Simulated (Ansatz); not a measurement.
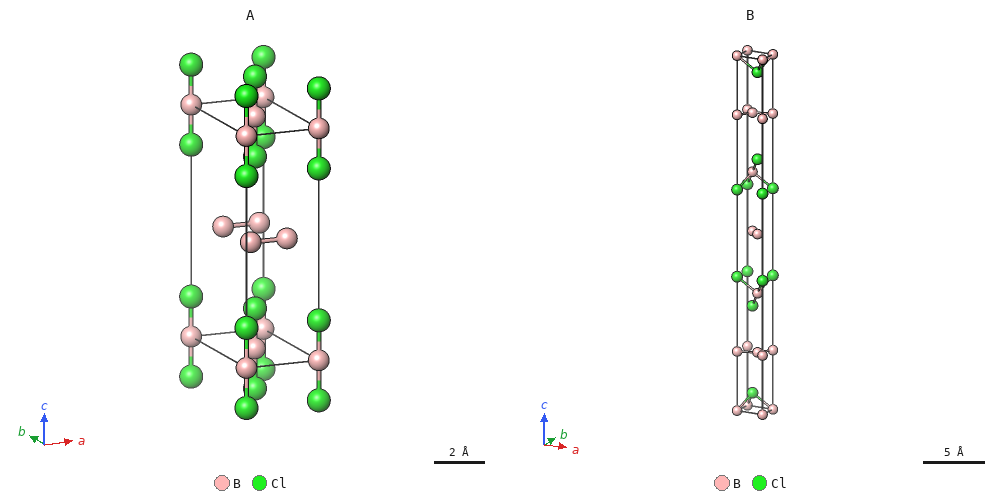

Two structures of B3Cl2, each relaxed to rest (conventional cells in solid outline, small ones repeated, not to one scale). Method: DFT PBE, scalar-relativistic, plane waves, PAW in Ansatz, without spin polarisation.

### What are the two structures?

A: 10 atoms a cell on a base-centred orthorhombic lattice, Cmmm. B: 15 atoms a cell on a rhombohedral (trigonal R) lattice, R-3m.

### Which has the lower energy, and by how much?

A is lower, by 230 meV/atom at this level of theory (energies at zero smearing). Volumes: A 17.2, B 15.8 Å³/atom.

One or both may be structure types tried for this composition rather than known phases.
